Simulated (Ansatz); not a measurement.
# BrClF$_{2}$H$_{3}$NZr: what the fields show

```yaml
atoms:
  - { symbol: Zr, position_ang: [-0.1137, 0.0232, -0.0886] }
  - { symbol: F, position_ang: [-0.5299, -0.0138, 1.7843] }
  - { symbol: F, position_ang: [1.6618, 0.2187, -0.7481] }
  - { symbol: N, position_ang: [-0.9303, 1.7616, -0.6504] }
  - { symbol: H, position_ang: [-1.7605, 2.1906, -0.2441] }
  - { symbol: H, position_ang: [-0.6054, 2.3385, -1.4249] }
  - { symbol: Cl, position_ang: [-1.2956, -1.6843, -1.2361] }
  - { symbol: Br, position_ang: [1.5516, -2.3944, 1.4719] }
  - { symbol: H, position_ang: [0.7011, -2.0241, 2.5554] }
```

Core potentials replace the inner electrons of Zr.

Method: Ansatz, RKS PBE0/def2-SVP.

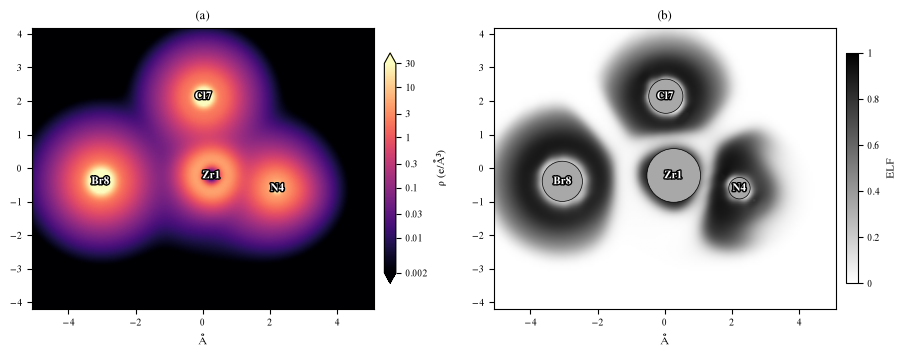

Figure 1. (a) electron density; (b) electron localisation function on the plane of atoms Cl7, Zr1 and Br8. Grey discs cover the atomic cores in the ELF map.

> Describe what can be read from this map.

- The section cuts through Zr, N, Cl and Br sites.
- Zr–N (2.00 Å): ρ at the midpoint is about 0.91 e/Å³; the ELF peaks at about 0.90 in the valence shell of N, 0.6 Å from its nucleus, and drops to about 0.30 between the two atoms.
- Zr–Cl (2.37 Å): the density is about 0.55 e/Å³ at the midpoint; the ELF peaks at about 0.85 in the valence shell of Cl, 0.8 Å from its nucleus, and is about 0.35 at the midpoint.
- Zr–Br (3.32 Å): ρ at the midpoint is about 0.1 e/Å³; the ELF peaks at about 0.85 in the valence shell of Br, 1.1 Å from its nucleus, and drops to about 0.05 between the two atoms.

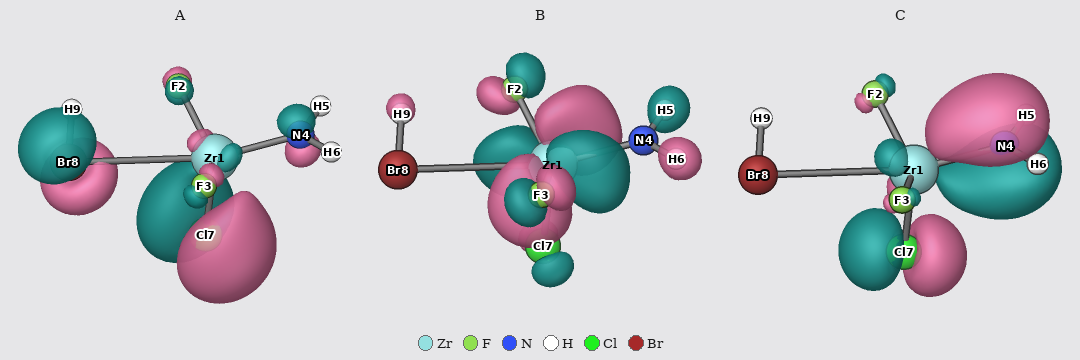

Figure 2. Three frontier orbitals at ±0.1 Å⁻³ᐟ² (teal and pink are the two phases), in no order.

> Which picture is the HOMO−1, the HOMO and the LUMO?

A is the HOMO−1 (−8.99 eV). Its weight (Hirshfeld) is mainly on Cl7 (about 70 %), Br8 (about 15 %) and Zr1 (about 10 %); largely a lone pair of Cl7. C is the HOMO (−7.94 eV). By Hirshfeld shares it lies mainly on N4 (about 60 %), Cl7 (about 15 %) and Zr1 (about 10 %). B is the LUMO (−1.12 eV). By Hirshfeld shares it lies mainly on Zr1 (about 70 %) and F3 (about 5 %).

> What is the HOMO–LUMO gap?

6.82 eV between the orbital energies.

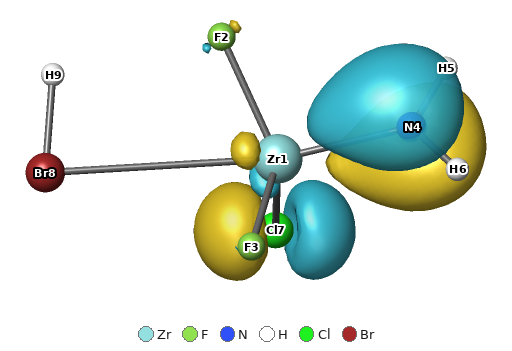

Figure 3. One frontier orbital at ±0.15 Å⁻³ᐟ² (yellow and cyan are the two phases), seen at an oblique angle.

> Which orbital is it: HOMO or LUMO?

The HOMO, at −7.94 eV. Its weight (Hirshfeld) is mainly on N4 (about 60 %), Cl7 (about 15 %) and Zr1 (about 10 %).
